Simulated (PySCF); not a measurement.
```csv
atom,x (Å),y (Å),z (Å)
F,2.8581,-0.8333,-0.4102
C,2.2172,0.3133,-0.0787
F,2.7316,0.6964,1.1218
C,0.7262,0.1300,0.0140
C,0.1213,-1.0891,-0.1847
C,-1.3611,-1.1198,-0.1032
Si,-1.8544,0.6317,0.4829
F,-2.8661,1.3341,-0.5672
C,-0.0944,1.2110,0.3265
H,2.5060,1.0815,-0.8155
H,0.6818,-1.9841,-0.3996
H,-1.6813,-1.9375,0.5429
H,-1.7724,-1.3469,-1.0901
H,-2.5408,0.7333,1.7585
H,0.3239,2.1874,0.4958
```

Geometry: GFN2-xTB.

Method: UKS B3LYP, pcH-1 on C F H Si, non-relativistic, mean-field spin-orbit, GIAO in PySCF 2.14.0, density-fitted response routines.

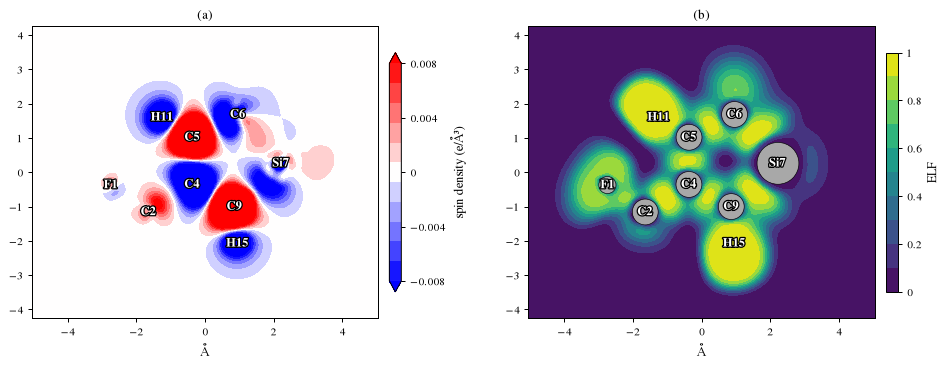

C₅H₆F₃Si (doublet). (a) spin density; (b) electron localisation function on the plane of atoms C2, C4 and C9. Grey discs cover the atomic cores in the ELF map.

### Describe what can be read from this map.

- The section cuts through F, C, Si and H sites.
- C–F (1.35 Å): the ELF peaks at about 0.85 between the atoms: a shared but strongly polarised pair.
- C–C (1.38 Å): the ELF peaks at about 0.95 between the atoms: a covalent bond.
- C–Si (1.86 Å): the ELF peaks at about 0.95 between the atoms; localised, covalent bonding.
- C–H (1.08 Å): the ELF climbs to about 1 towards the hydrogen, as it does in any bond to H; a covalent bond by its length.
- C–C (1.49 Å): the ELF peaks at about 0.95 between the atoms (a covalent bond).
- The ELF also peaks beside F1, away from the bonds: non-bonding electrons, paired or unpaired.
- The unpaired spin (1 electron) lies mostly on C9 (about 0.4) and C5 (about 0.4), in electrons by Hirshfeld's partition.
